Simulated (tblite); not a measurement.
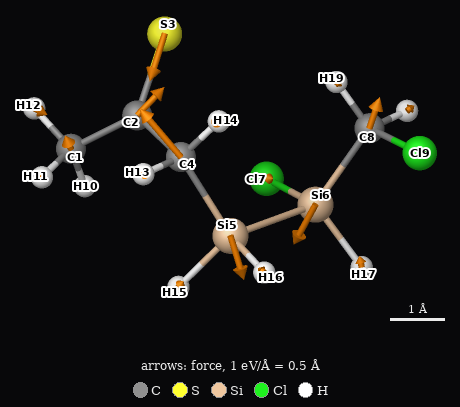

Starting geometry of C4H10Cl2SSi2 with the computed forces as orange arrows. A ball-and-stick model, seen at a tilt.

Theory: GFN2-xTB geometry optimisation, gas phase in tblite 0.8.0. 

Is this structure relaxed? If not, where do the atoms go?

Answer. It isn't relaxed: the largest force vector, on a C atom, is 2.45 eV/Å. The final displacements have little in common with the starting forces (cosine between the two patterns 0.14). After 95 geometry steps the energy has fallen by 0.337 eV. The largest move after the best rigid fit is that of a Cl atom, 0.60 Å. By element the largest moves are Cl 0.60 Å, H 0.39 Å, S 0.38 Å, C 0.22 Å, Si 0.14 Å. Among the contacts that change: C–Si 1.848 → 1.937 Å, C–Si 1.846 → 1.918 Å, C–S 1.685 → 1.633 Å, C–C 1.518 → 1.470 Å. Among the angles between lasting bonds that change: C–C–Si 117.2° → 112.0°, C–Si–H 111.0° → 106.3°, C–C–H 106.4° → 110.7°. Cost: 2.4 s on 1 thread of Arm Neoverse N1 (shared host).
